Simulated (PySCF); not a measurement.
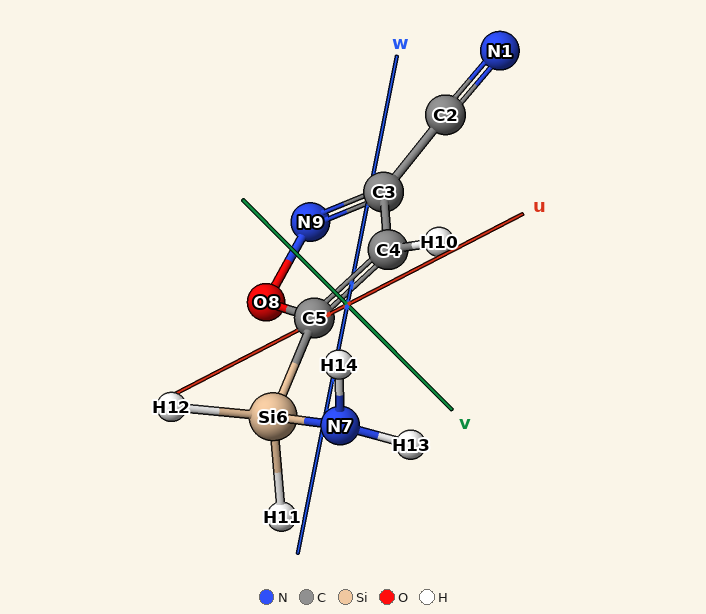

The lines u, v and w are the principal axes of the g tensor. The species has charge −1 and is a spin doublet. Computed geometry: GFN2-xTB optimisation. No frequency run is at hand to confirm it as a minimum. Method: UKS B3LYP, pcH-1 on C H N O Si, non-relativistic, mean-field spin-orbit, GIAO (PySCF 2.14.0).

Question. Along which axis does g lie farthest from the free-electron value?

Answer. Along w (close to the long direction N1···N7): the shift is 3357 ppm.

Give the principal values and shifts.

```csv
axis,g,shift (ppm)
u,2.00461,2294
v,2.00201,−310
w,2.00568,3357
```

The geometry is semi-empirical. Around Si such bond lengths and angles can be off by a tenth of an ångström or more and by several degrees, and values that hang on the shape move with them.
